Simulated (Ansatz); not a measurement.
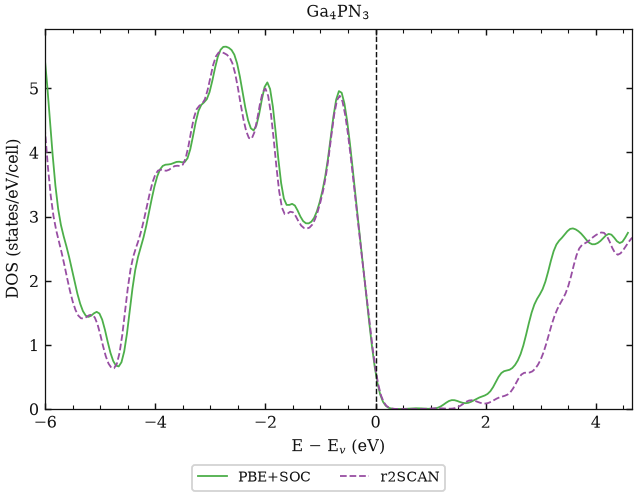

Total densities of states of Ga₄PN₃, space group I-42m, 8 atoms in the cell, by two methods on the same cell. The curves are built from the levels of the k mesh with Gaussians 0.3 eV wide, which also blur the band edges. Each is counted from its own valence-band top.

Question: What changes from one method to the other?

Answer: PBE+SOC gives a gap of 0.75 eV and r2SCAN gives a gap of 1.12 eV.

Settings. PBE+SOC: DFT, PBE with spin-orbit coupling, plane waves, PAW, 8×8×8 k mesh, 420 eV cutoff (Ansatz 0.2.0). r2SCAN: DFT, r2SCAN, plane waves, PAW, no spin polarisation, 8×8×8 k mesh, 500 eV cutoff (Ansatz).
